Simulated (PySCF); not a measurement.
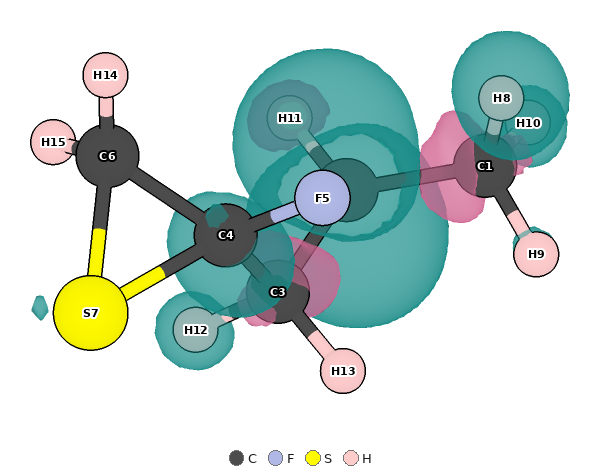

*C5H8FS (doublet). Isosurfaces of the spin density (α minus β) at +0.015 (teal) and −0.015 e/Å³ (pink), seen at a tilt.*

Geometry: GFN2-xTB.

Level of theory: UKS B3LYP, pcH-1 on C F H S, non-relativistic, mean-field spin-orbit, GIAO (PySCF).

```xyz
15

C    -2.1505    0.5083   -0.0537
C    -1.0607   -0.3170    0.4988
C    -0.0323   -0.9215   -0.3735
C     1.1283    0.0554   -0.5377
F     0.7473    1.1833   -1.1969
C     2.1609    0.2426    0.5045
S     2.7638   -0.5764   -0.9926
H    -1.8437    1.5581   -0.1497
H    -2.4373    0.1664   -1.0469
H    -3.0203    0.4905    0.6019
H    -0.8642   -0.2717    1.5574
H     0.3777   -1.8397    0.0529
H    -0.4367   -1.1336   -1.3659
H     2.5422    1.2424    0.6666
H     2.1209   -0.3790    1.3884
```

Where is the unpaired spin?

The unpaired spin (1 electron) lies mostly on C2 (about 0.7), in electrons by Hirshfeld's partition.
